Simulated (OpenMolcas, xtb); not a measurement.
# How methods differ on CH3FSi (SMILES C[Si]F)

The species is CH3FSi (6 atoms), meant as a singlet with charge 0. As SMILES, `C[Si]F`. The coordinates come from a GFN2-xTB relaxation.

Each level gives the dipole moment (D). The values are calculated.

```csv
level,kind,program,value (D),CPU time
GFN2-xTB,semi-empirical,xtb,1.68,under 2 s
GFN0-xTB,semi-empirical,xtb,2.17,under 2 s
GFN1-xTB,semi-empirical,xtb,1.90,under 2 s
HF/STO-3G,Hartree–Fock,OpenMolcas,0.87,3.5 s
HF/3-21G,Hartree–Fock,OpenMolcas,1.70,3.3 s
HF/cc-pVDZ,Hartree–Fock,OpenMolcas,1.81,6 s
HF/def2-SVP,Hartree–Fock,OpenMolcas,1.73,5.2 s
PBE/6-31G* (spherical functions),GGA,OpenMolcas,1.42,19 s
TPSS/6-31G,meta-GGA,OpenMolcas,1.74,21 s
B3LYP/6-31G* (spherical functions),global hybrid,OpenMolcas,1.44,18 s
```

The values span 0.87 to 2.17 D. Magnitudes only: a small dipole may point the other way at some levels. Sets without polarisation functions give poor dipoles. CPU times are rough (shared hosts, several kinds of processor): they show what a rung costs within a factor of a few.

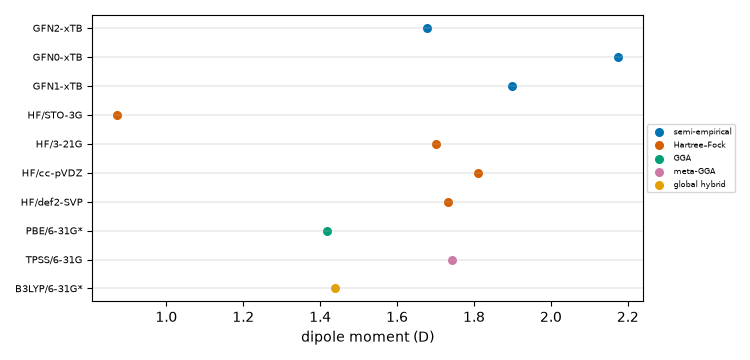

The values of the table, level by level.
